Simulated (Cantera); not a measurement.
Charge: 1 mol CuF2, 0.23 mol H2O, a varied amount of H2, at 1827 °C and 99000 Pa.

Cantera equilibrium calculation (NASA polynomials, part measured and part estimated; ideal gas, pure solids and liquids). Candidate condensed phases: Cu, CuF2, CuO, Cu(OH)2, Cu2O, H2O; 27 gas species. Rates play no part.

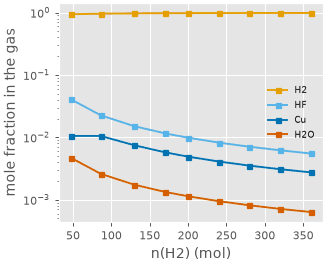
Equilibrium gas composition (values under 1e-9 drawn at 1e-9)

From 47 mol H2 to 86 mol H2 the condensed part is Cu(l). From 130 mol H2 to 360 mol H2 nothing is condensed. The main Cu-bearing gas is Cu throughout.
